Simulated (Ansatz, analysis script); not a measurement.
# MnO (Manganosite): exchange from constrained states

Wanted: the stiffness of the order of MnO (Manganosite) against turning one moment and its images, from self-consistent constrained states.

Method: PBEsol with U = 4 eV on Mn d, PAW set soft_2 (files made for PBE), in Ansatz 0.2.0.

**1. The starting structure**

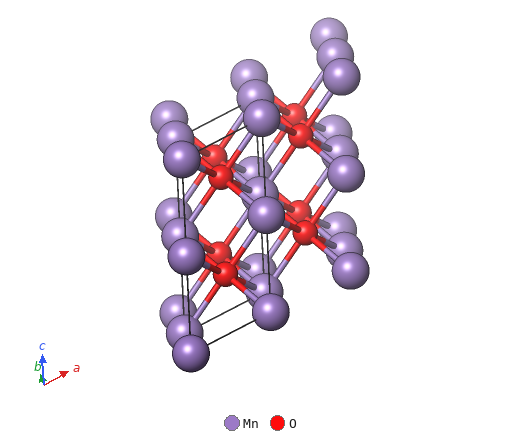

Start, viewed slightly off an axis; manganese light purple, oxygen red. 2×2×1 cells are drawn. Bonds to atoms that aren't drawn are left out. Some periodic images of atoms are drawn too.

Coordinates:

```cif
data_structure
_symmetry_space_group_name_H-M 'Fm-3m'
_symmetry_Int_Tables_number 225
_cell_length_a 4.4460
_cell_length_b 4.4460
_cell_length_c 4.4460
_cell_angle_alpha 90.000
_cell_angle_beta 90.000
_cell_angle_gamma 90.000
_cell_volume 87.88
loop_
_atom_site_label
_atom_site_type_symbol
_atom_site_symmetry_multiplicity
_atom_site_Wyckoff_symbol
_atom_site_fract_x
_atom_site_fract_y
_atom_site_fract_z
_atom_site_occupancy
Mn1 Mn 4 a 0.00000 0.00000 0.00000 1
O1 O 4 b 0.00000 0.00000 0.50000 1
```

The cell of this run holds 4 atoms, 2 of them with a starting moment; values «a cell» refer to the cell of the run in question.

**2. Starting state**

First a free collinear run, to see which state the typed moments lead to.

input.yaml

```yaml
crystal:
  lattice:
    - [0.0, 2.223, 2.223]
    - [2.223, 0.0, 2.223]
    - [4.446, 4.446, 0.0]
  atoms:
    - { symbol: Mn, position: [0.0, 0.0, 0.0], spin: 4.5 }
    - { symbol: Mn, position: [0.0, 0.0, 0.5], spin: -4.5 }
    - { symbol: O, position: [0.5, 0.5, 0.25] }
    - { symbol: O, position: [0.5, 0.5, 0.75] }
magnetization:
  spin_polarized: true
kpoints:
  mp_grid: { grid: [6, 6, 3] }
hamiltonian:
  xc: pbesol
  hubbard: { sites: [{ species: Mn, l: d, u_eff: 4.0 }] }
scf:
  occupations: { method: fermi_dirac, width: 0.05 }
  max_iter: 120
  convergence: { dr2_threshold: 1.0e-08 }
basis:
  ecutwfc: 350.0
```

On the command line:

```console
> ansatz run input.yaml --threads 2 --pin off --max-ram 5120MiB --backend cpu --events-out ev --progress --plain --runs-dir out
```

Numbers of over 12 decimals in the logs are rounded to 6 here.

Output:

```text
Warning: basis.ecutwfc = 350 eV is below the records' recommended 420 eV, and the density's cutoff is lower with it unless basis.ecutrho_ratio is high enough to keep the records' density cutoff: compare with a run at a higher cutoff
Mn: projections on atomic orbitals take those of the free atom [Ne] 3s2 3p6 3d5 4s2, of charge +0.00 (hamiltonian.pseudopotentials.projection_atoms); the dataset's partial waves leave at most 9.0e-7 of an orbital's norm unspanned inside its sphere
O: projections on atomic orbitals take those of the free atom [He] 2s2 2p4, of charge +0.00 (hamiltonian.pseudopotentials.projection_atoms); the dataset's partial waves leave at most 1.9e-8 of an orbital's norm unspanned inside its sphere
Engine: ansatz 0.2.0, aarch64-unknown-linux-gnu
Pseudopotentials: kind: paw
Pseudopotential: Mn, paw, valence charge 15, recommended cutoff 420 eV (normal), Mn.paw.azcp
Pseudopotential: O, paw, valence charge 6, recommended cutoff 420 eV (normal), O.paw.azcp
Functional definition: PBEsol
  exchange = pbesol_x
  correlation = pbesol_c
Crystal: 4 atoms, lattice volume = 43.942 Å³
Basis set: ecut = 350 eV, 663 PW (Γ)
Bands: 31, of which v1, the nominal top of the filled ones, is band 21 counted from 1 (20 counted from 0)
Symmetry: 12 space group operations
Space group: R-3m (ITA 166), of the structure as read, at distance tolerance 3.5e-5 Å
Magnetic group: BNS 166.102 (UNI 1332), of the structure as read, at distance tolerance 3.5e-5 Å
k-points: 16 of 108
Non-local potential: Mn, projectors of the file, l = 0: 3, l = 1: 2, l = 2: 3, l = 3: 1
Non-local potential: O, projectors of the file, l = 0: 2, l = 1: 2, l = 2: 1
PAW form: soft (Blöchl's): semilocal exchange-correlation on the pseudo side does not see the compensation charge
PAW frozen core: Mn, regenerated for the run's functional, and the local potential with it (the file was generated under x = pbe(κ = 0.804, μ = 0.219515), c = pbe(β = 0.066725))
PAW frozen core: O, regenerated for the run's functional, and the local potential with it (the file was generated under x = pbe(κ = 0.804, μ = 0.219515), c = pbe(β = 0.066725))
PAW one-centre angular grid: Mn, 590 points (default); XC on 64 Gauss nodes
PAW one-centre angular grid: O, 110 points (default); XC on 64 Gauss nodes
Initial density: superposition of atomic densities (chi_scale 0.1, normalization cell, long waves kept (reshape's long-wave potential 0.00 eV rms))
Starting moments: Σ|m| = 9 μB on 2 of 4 sites
Starting magnetic order: antiferromagnet; a translation exchanges its spin sublattices: spin-degenerate at every k-point
Initial wavefunctions: pseudopotential atomic-orbital guess
Functional: x = pbesol(κ = 0.804, μ = 0.123457), c = pbesol(β = 0.046)
SCF iter   1: F=—  HF=-8859.240110 eV  |F-HF|=—  |Δ(HF+E_count)|=         —  Δρ=1.00e-1 (↑1.00e-1 ↓1.00e-1)  dr2=1.37e1  dr2_m=2.96e-1  M=0.000 μB ∫|m|=8.885 μB  β_m=1.00  ethr=3.10e-3  ⟨swp⟩=4.7  Hψ=1702  notcnv=0
preconditioner: auto → none  [insulator: Δε(μ)=1.345 eV  Ē_g=11.791 eV  σ=0.050 eV  W_gap=1.00  n_scr=16 (ndim 8)  ℏωp=28.6 eV  f_vac=0.000  D(μ)=0.00/eV (n_scr^D=0)  ε∞_Penn≈6.9]
SCF iter   2: F=—  HF=-8857.057204 eV  |F-HF|=—  |Δ(HF+E_count)|=    2.18e0  Δρ=3.28e-2 (↑3.28e-2 ↓3.28e-2)  dr2=1.27e0  dr2_m=1.40e-1  M=0.000 μB ∫|m|=9.411 μB  β_m=1.00  ethr=3.10e-3  ⟨swp⟩=3.4  Hψ=1180  notcnv=0  defer=53
SCF iter   3: F=—  HF=-8856.930844 eV  |F-HF|=—  |Δ(HF+E_count)|=   1.26e-1  Δρ=1.09e-2 (↑1.09e-2 ↓1.09e-2)  dr2=1.48e-1  dr2_m=9.64e-4  M=0.000 μB ∫|m|=9.423 μB  β_m=1.00  ethr=3.03e-3  ⟨swp⟩=2.3  Hψ=808  notcnv=0  defer=54
SCF iter   4: F=—  HF=-8857.081587 eV  |F-HF|=—  |Δ(HF+E_count)|=   1.51e-1  Δρ=6.75e-3 (↑6.75e-3 ↓6.75e-3)  dr2=3.28e-2  dr2_m=3.41e-4  M=0.000 μB ∫|m|=9.420 μB  β_m=0.30  ethr=3.51e-4  ⟨swp⟩=2.2  Hψ=754  notcnv=0  defer=54
Mixer restart at iter 4: flushing history
spin-set hold released at iteration 4 (site moments contracting): the magnetisation degrees of freedom join the quasi-Newton model from the next iteration; the mixer history was flushed
SCF iter   5: F=—  HF=-8857.148285 eV  |F-HF|=—  |Δ(HF+E_count)|=   6.67e-2  Δρ=3.77e-3 (↑3.77e-3 ↓3.77e-3)  dr2=1.05e-2  dr2_m=2.59e-4  M=0.000 μB ∫|m|=9.432 μB  β_m=0.60  ethr=7.82e-5  ⟨swp⟩=2.2  Hψ=660  notcnv=0  defer=54
SCF iter   6: F=—  HF=-8857.230578 eV  |F-HF|=—  |Δ(HF+E_count)|=   8.23e-2  Δρ=6.37e-3 (↑6.37e-3 ↓6.37e-3)  dr2=5.80e-2  dr2_m=1.53e-4  M=0.000 μB ∫|m|=9.430 μB  β_m=0.46  ethr=2.51e-5  ⟨swp⟩=2.0  Hψ=868  notcnv=0  defer=54
SCF iter   7: F=—  HF=-8857.217147 eV  |F-HF|=—  |Δ(HF+E_count)|=   1.34e-2  Δρ=2.40e-4 (↑2.40e-4 ↓2.40e-4)  dr2=5.14e-5  dr2_m=1.00e-5  M=0.000 μB ∫|m|=9.444 μB  β_m=0.54  ethr=2.51e-5  ⟨swp⟩=2.0  Hψ=927  notcnv=0  defer=54
SCF iter   8: F=—  HF=-8857.217162 eV  |F-HF|=—  |Δ(HF+E_count)|=   1.52e-5  Δρ=9.52e-5 (↑9.52e-5 ↓9.52e-5)  dr2=2.34e-6  dr2_m=2.82e-6  M=0.000 μB ∫|m|=9.445 μB  β_m=0.66  ethr=1.22e-7  ⟨swp⟩=2.4  Hψ=677  notcnv=0  defer=54
SCF iter   9: F=—  HF=-8857.217167 eV  |F-HF|=—  |Δ(HF+E_count)|=   5.02e-6  Δρ=2.77e-5 (↑2.77e-5 ↓2.77e-5)  dr2=5.44e-7  dr2_m=8.97e-8  M=0.000 μB ∫|m|=9.446 μB  β_m=0.57  ethr=5.58e-9  ⟨swp⟩=2.0  Hψ=781  notcnv=0  defer=54
SCF iter  10: F=—  HF=-8857.217167 eV  |F-HF|=—  |Δ(HF+E_count)|=   1.05e-7  Δρ=8.32e-6 (↑8.32e-6 ↓8.32e-6)  dr2=2.18e-9  dr2_m=2.62e-8  M=0.000 μB ∫|m|=9.446 μB  β_m=0.79  ethr=2.38e-11  ⟨swp⟩=2.0  Hψ=1396  notcnv=0
SCF iter  11: F=-8857.217167 eV  HF=-8857.217167 eV  |F-HF|=2.38e-9  |Δ(HF+E_count)|=   4.62e-8  Δρ=1.78e-6 (↑1.78e-6 ↓1.78e-6)  dr2=2.59e-9  dr2_m=1.00e-10  M=0.000 μB ∫|m|=9.446 μB  ethr=5.19e-12  ⟨swp⟩=3.0  Hψ=1133  notcnv=0
SCF 1 converged in 11 iterations: F = -8857.217167 eV  dr2 = 2.59e-9
  greatest PAW one-centre occupation: 1.004 electrons in one spin orbital (limit 2), on the Mn atom at site 1 (counted from 0), in its partial waves of l = 1
SCF converged after 11 iterations
Magnetization: 0.0000 μB (21.0000 up, 21.0000 down)
Absolute magnetization: 9.4468 μB (∫|ρ↑−ρ↓|, with the PAW one-centre terms)
Spin contamination: 4.9284 ħ² per cell (⟨S²⟩ above its minimum at these occupations)
Per-site moments (μB) at R_I (Å): [(4.226271, 0.9169875), (-4.226271, 0.9169875), (-1.4172304886617245e-18, 0.9169875), (-4.851495122738199e-18, 0.9169875)]
Free energy (F): -8857.217167 eV
Harris-Foulkes:  -8857.217167 eV  (|F-HF|=2.38e-9)
Internal energy: -8857.217167 eV  (E = F + TS)
E sigma→0 (E₀):  -8857.217167 eV
Fermi energy:    12.497567 eV
--- Per-component energies (eV) ---
  E_band       = -516.804543
  E_kinetic    = 947.683500
  E_local      = -4459.959117  (includes V_loc(G=0)·N_el)
  E_nonlocal   = 608.348854
  E_hartree    = 1782.608187
  E_xc         = -365.608738
  E_vxc        = -469.419102  (∫ρ·V_xc dr)
  E_hubbard    = 1.190330  (on-site DFT+U / exact-exchange correction)
  E_vhub       = -18.700657  (the Hubbard potential's part of the band-sum identity)
  E_paw        = -2860.911143  (= ΣΔE_a)
  E_vpaw       = -689.977007  (= ΣTr[D̂ρ^β])
  E_aug_tail   = 0.006121  (compensation charges beyond the density's cutoff)
  E_ewald      = -4510.985038
  E_core_change = 0.409876  (= ΣΔE_core)
  E_smearing   = -0.000000  (= −TS)
  E_closure    = -0.000000  (closes the sum)
  Σ components = -8857.217167   (vs F -8857.217167, Δ=0.00e0)
Occupation matrices written to <dir>
```

Wall time 2 s (2 threads of Arm Neoverse V1, shared host); peak memory 0.31 GiB.

Spin moment in the atom's sphere by atom:

```tsv
atom	spin moment in the atom's sphere (μB)
Mn1	4.23
Mn2	-4.23
O3	0.00
O4	0.00
```

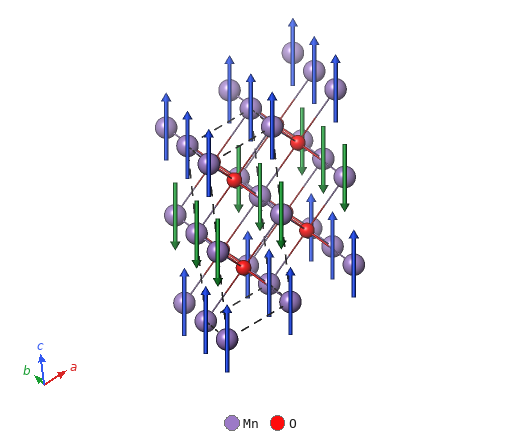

Spin moment in the atom's sphere as arrows, the longest 4.23 μB. Up and down stand for the sign. Arrows give size and sign along the axis of quantisation, drawn up and down the page. The two directions have two colours. Bonds to atoms that aren't drawn are left out. 2×2×1 cells are drawn. Some periodic images of atoms are drawn too.

Tables count atoms from 1; parts of the log count from 0.

The run ends antiferromagnetic, with a net moment of 0 μB a cell. Only this order was typed.

**3. The batch**

A canted state is in general not stationary, so a lock holds the direction of each moment by a field that the run finds for itself, whatever its sign. One batch solves all states on one mesh, so that their energies can be subtracted.

The input counts atoms from 0. Atom 1 (Mn) is the turned one, and with it all its lattice images, and atoms 0 and 1 are the pair of the four-state map.

input.yaml, the sections that differ from step 2:

```yaml
crystal:
  lattice:
    - [0.0, 2.223, 2.223]
    - [2.223, 0.0, 2.223]
    - [4.446, 4.446, 0.0]
  atoms:
    - { symbol: Mn, position: [0.0, 0.0, 0.0], spin: 4.23, spin_axis: [0.0, 0.0, 1.0] }
    - { symbol: Mn, position: [0.0, 0.0, 0.5], spin: 4.23, spin_axis: [0.0, 0.0, -1.0] }
    - { symbol: O, position: [0.5, 0.5, 0.25] }
    - { symbol: O, position: [0.5, 0.5, 0.75] }
magnetization:
  noncollinear: true
magnetic_configurations:
  lock: { kind: axis }
  seed: rotate
  angular_fan:
    site: 1
    rotation_axis: [0, 1, 0]
    angles_deg: [0, 10, 20, 45, 90, 180]
  four_state: { pairs: [[0, 1]], components: [xx], spectator_axis: [0, 0, 1] }
checkpoint:
  read: start
# kpoints, hamiltonian, scf, basis: as in step 2
```

Output:

```text
[...]
Warning: checkpoint.read: spin treatment differs: saved collinear, current noncollinear; the saved charge density seeds this run and the saved magnetisation is carried along the axis that this deck's starting moments share; the saved density holds an absolute magnetisation of 9.4e0 μB; saved orbitals are not carried; the saved PAW projector densities are carried along that axis; the saved DFT+U occupations are carried along that axis
[...]
davidson cushion auto → off  (block headroom 10 ≥ Hubbard manifold empty extent 10; pin scf.eigensolver.cushion to override)
Crystal: 4 atoms, lattice volume = 43.942 Å³
Basis set: ecut = 350 eV, 663 PW (Γ)
Bands: 52, of which v1, the nominal top of the filled ones, is band 42 counted from 1 (41 counted from 0)
Symmetry: 4 space group operations
k-points: 56 of 108 (irreducible under 2 space group operations)
[...]
Starting moments: Σ|m| = 8.46 μB on 2 of 4 sites; this step starts from the density that it was given
[...]
iter 1 solved again at ethr=8.21e-7 eV; its pass at ethr=1.00e-1 eV (dr2=3.45e-4 eV) is discarded
SCF iter   1: F=-8857.217167 eV  HF=-8857.217167 eV  |F-HF|=2.76e-9  |Δ(HF+E_count)|=         —  Δρ=3.89e-6  dr2=3.50e-9  dr2_m=1.22e-10  ethr=8.21e-7  |M|=3.47e-16 ∫|m|=9.45e0 μB  |m|>n=0.0e0 m-floor=0.0e0 τ_xc=1.8e-12 mc-row=0.0e0  β_m=0.30  ⟨swp⟩=2.0  Hψ=30426  notcnv=0
eigensolver tolerance schedule: the retry pair's looser diagonalisation over-reported the residual by 41904.32 of it (diagonalisation noise at 0.52 of the residual, at the tolerance the schedule requests for it); recorded, not acted on — ethr = c·dr2/N_el stays at c = 1.0e-1
[...]
SCF iter   2: F=-8857.217167 eV  HF=-8857.217167 eV  |F-HF|=1.47e-10  |Δ(HF+E_count)|=   1.69e-8  Δρ=1.54e-6  dr2=3.56e-10  dr2_m=7.59e-11  ethr=8.34e-12  |M|=2.97e-13 ∫|m|=9.45e0 μB  |m|>n=0.0e0 m-floor=0.0e0 τ_xc=2.0e-12 mc-row=0.0e0  ⟨swp⟩=5.0  Hψ=10132  notcnv=0
SCF 1 converged in 2 iterations: F = -8857.217167 eV  dr2 = 3.56e-10
[...]
── magnetic configuration reference member: converged ──
── magnetic configuration member 1/10: J0-1.xx.pp ──
[...]
SCF 1 converged in 8 iterations: F = -8857.077355 eV  dr2 = 1.76e-9
── member 1 J0-1.xx.pp: converged ──
── magnetic configuration member 2/10: J0-1.xx.pm ──
[...]
SCF 1 converged in 2 iterations: F = -8857.217167 eV  dr2 = 1.39e-10
[...]
── member 2 J0-1.xx.pm: converged ──
── magnetic configuration member 3/10: J0-1.xx.mp ──
[...]
SCF 1 converged in 2 iterations: F = -8857.217167 eV  dr2 = 1.39e-10
── member 3 J0-1.xx.mp: converged ──
── magnetic configuration member 4/10: J0-1.xx.mm ──
[...]
SCF 1 converged in 8 iterations: F = -8857.077355 eV  dr2 = 1.76e-9
── member 4 J0-1.xx.mm: converged ──
── magnetic configuration member 5/10: fan1.0 ──
[...]
SCF 1 converged in 2 iterations: F = -8857.217167 eV  dr2 = 1.47e-10
── member 5 fan1.0: converged ──
── magnetic configuration member 6/10: fan1.10 ──
Symmetry: 2 space group operations
k-points: 56 of 108
[...]
SCF 1 converged in 8 iterations: F = -8857.216170 eV  dr2 = 1.39e-9
── member 6 fan1.10: converged ──
── magnetic configuration member 7/10: fan1.20 ──
[...]
SCF 1 converged in 8 iterations: F = -8857.213202 eV  dr2 = 9.18e-10
── member 7 fan1.20: converged ──
── magnetic configuration member 8/10: fan1.45 ──
[...]
SCF 1 converged in 9 iterations: F = -8857.197762 eV  dr2 = 3.82e-9
── member 8 fan1.45: converged ──
── magnetic configuration member 9/10: fan1.90 ──
[...]
SCF 1 converged in 11 iterations: F = -8857.149275 eV  dr2 = 2.26e-10
── member 9 fan1.90: converged ──
── magnetic configuration member 10/10: fan1.180 ──
[...]
SCF 1 converged in 8 iterations: F = -8857.077355 eV  dr2 = 1.76e-9
── member 10 fan1.180: converged ──
SCF converged after 2 iterations
Stability not checked: this state was not tested for a lower state beside it, because a magnetisation constraint still acts at the end of the SCF (magnetization_constraint; see scf.lower_state_search)
Magnetization: |M| = 0.0000 μB,  M = (-0.0000, +0.0000, +0.0000) μB
Absolute magnetization: 9.4468 μB (∫|m|, with the PAW one-centre terms)
  site 0: m = (-0.0000, -0.0000, +4.2263) μB, |m| = 4.2263 μB  (R = 0.92 Å)
  site 1: m = (+0.0000, +0.0000, -4.2263) μB, |m| = 4.2263 μB  (R = 0.92 Å)
  site 2: m = (+0.0000, -0.0000, -0.0000) μB, |m| = 0.0000 μB  (R = 0.92 Å)
  site 3: m = (+0.0000, -0.0000, +0.0000) μB, |m| = 0.0000 μB  (R = 0.92 Å)
--- Magnetisation constraints (ε_frz = 1.0e-4 eV) ---
  site  kind           target                      achieved (μB)             |Δ|max (μB)  g (eV/μB)                     λ_eff  esc  ok   flags
  0     per_site_axis  ê (+0.000, +0.000, +1.000)  (-0.000, -0.000, +4.226)  2.24e-13     (-4.5e-13, -4.1e-14, +0.0e0)  1.000  0    yes
  1     per_site_axis  ê (+0.000, +0.000, -1.000)  (+0.000, +0.000, -4.226)  2.24e-13     (+4.1e-14, +4.5e-13, +0.0e0)  1.000  0    yes
Free energy (F): -8857.217167 eV
[...]
Internal energy: -8857.217167 eV  (E = F + TS)
E sigma→0 (E₀):  -8857.217167 eV
Fermi energy:    12.497587 eV
[...]
--- Hubbard shell moments (per corrected site; Tr N, ν in electrons; μ in μ_B) ---
  shell 0: Tr N=5.2703  μ_S=(-0.0000, -0.0000, +4.6797)  μ_L=(+0.0000, +0.0000, +0.0000)  μ=(+0.0000, +0.0000, +4.6797)  ν=0.0000 along (-0.000, -0.000, +1.000)
  shell 1: Tr N=5.2703  μ_S=(+0.0000, +0.0000, -4.6797)  μ_L=(-0.0000, -0.0000, -0.0000)  μ=(-0.0000, -0.0000, -4.6797)  ν=0.0000 along (+0.000, +0.000, -1.000)
--- Band table (eV; the first three rows and the last of 56) ---
  k-point 0: bands = [... 38 lower, 11.0520, 11.0520, 11.0520, 11.0520, 13.3309, 13.3309, 16.3645, 16.3645, ... 6 higher]
  k-point 1: bands = [... 38 lower, 11.5596, 11.5596, 11.5596, 11.5596, 14.8305, 14.8305, 15.9590, 15.9590, ... 6 higher]
  k-point 2: bands = [... 38 lower, 11.3121, 11.3121, 11.3668, 11.3668, 14.8203, 14.8203, 16.0486, 16.0486, ... 6 higher]
  k-point 55: bands = [... 38 lower, 11.1866, 11.1866, 11.3985, 11.3985, 15.4688, 15.4688, 17.0326, 17.0326, ... 6 higher]
Occupation matrices written to <dir>
--- Magnetic configurations: 10 members + reference (common group order 2, 56 k-points under it; axis lock λ = 1 eV/μ_B², moment radius default, seed rotate, symmetry detected) ---
  F: the free energy, without the constraint's penalty, at the texture the member reached; Δ(F+E_count)@target: (F + electron-count term + first-order target correction) against the reference's — the energy at the target texture, the difference a fit consumes
  member                      status             F (eV) Δ(F+E_count)@target (meV)  max|Δm| μB  max|g| eV/μB  outer  esc   |G|
  reference                converged      -8857.2171674                    +0.000    2.24e-13      4.48e-13      0    0     4
  J0-1.xx.pp               converged      -8857.0773555                  +139.812    1.19e-12      2.37e-12      0    0     4
  J0-1.xx.pm               converged      -8857.2171674                    +0.000    6.19e-12      1.24e-11      0    0     4
  J0-1.xx.mp               converged      -8857.2171674                    +0.000    4.23e-14      8.45e-14      0    0     4
  J0-1.xx.mm               converged      -8857.0773555                  +139.812    1.19e-12      2.38e-12      0    0     4
  fan1.0                   converged      -8857.2171674                    -0.000    5.33e-15      1.07e-14      0    0     4
  fan1.10                  converged      -8857.2161698                    +1.005     1.36e-3       2.72e-3      0    0     2
[...]
fan1.45                  converged      -8857.1977621                   +19.531     5.60e-3       1.12e-2      0    0     2
[...]
fan1.180                 converged      -8857.0773555                  +139.812    7.45e-15      1.49e-14      0    0     4
  no lower state was looked for behind 11 of the runs: none is made under a magnetisation constraint held to the close
```

It took 3.1 min on 2 threads; peak memory 0.47 GiB; 6.1 min of CPU time.

The batch gives an energy and a set of moments for each member that converges.

**4. Analysis**

All numbers here come from the batch. Energies are free energies plus the run's first-order correction to the targets, less the reference.

```tsv
angle (°)	energy (meV a cell)	turned moment (μB)
0	0.00	4.226
10	1.00	4.227
20	3.99	4.227
45	19.53	4.232
90	68.17	4.246
180	139.81	4.268
```

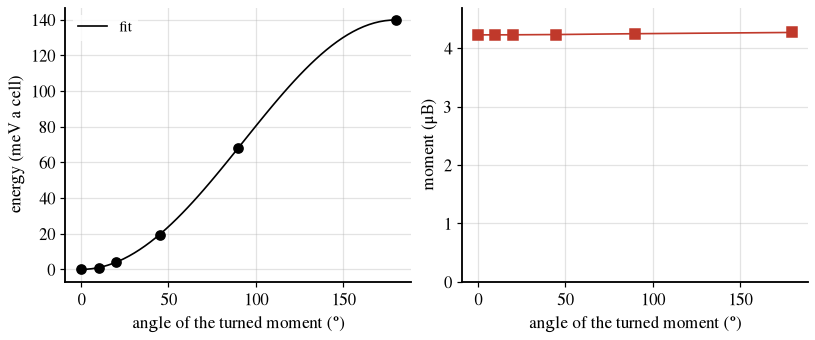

Energy of the cell and size of the turned moment against its angle.

A fit E(θ) = A (1 − cos θ) + B sin²θ to the 5 turned states whose moment kept its size within 15 % gives A = 69.9 meV and B = -1.77 meV, with an r.m.s. miss of 0.030 meV. A > 0 favours the reference's alignment.

Four states with the pair along the Cartesian axes ±a and ±b give J_ab = −(E₊₊ − E₊₋ − E₋₊ + E₋₋)/8 for unit vectors and ordered pairs, summed over the partner's lattice images.

E = -sum over ordered pairs e.J.e (each pair twice); positive J favours parallel moments. Four-state couplings:

```tsv
component	J summed over the partner's images (meV)
xx	-34.95
```

**5. Outcome**

```yaml
energy_at_180: 140 meV a cell
turned_moment: 4.23 μB at 0°, 4.27 μB at 180°
bilinear_term_a: 69.9 meV
biquadratic_term_b: -1.77 meV
j_xx_summed_over_images: -35.0 meV
```

Every turn costs energy, 140 meV a cell at 180°, so the antiferromagnetic reference is stable against this one rotation; no orders other than those typed and the 180° state were run. The turned moment keeps its size within 0.98 %. The biquadratic term is 2.5 % of the bilinear one, so a Heisenberg term alone does well. With two magnetic atoms a cell and E = −Σ J e·e over ordered pairs, the couplings of one atom to all images of the other sum to -35.0 meV. The four collinear states favour opposed moments of the pair, with J_xx = -35.0 meV over all images. Spin–orbit coupling is switched off, and couplings of the turned atom to its own lattice images don't enter, since these turn with it. The cutoff lies under the one recommended for these files, as the program warns.

[Logs and program files are shortened in this print: banners, set-up blocks, solver, clock and traceback lines can be left out without a mark of their own.]

[Logs are printed without paths, hosts, clocks, repeated set-up lines and the standing remarks that a program may print on its own settings, such as how far it seeks lower states.]

[Hosts, paths, dates, database ids (printed as entryN), source tags and the programs' standing remarks are cut or masked in the printed files.]
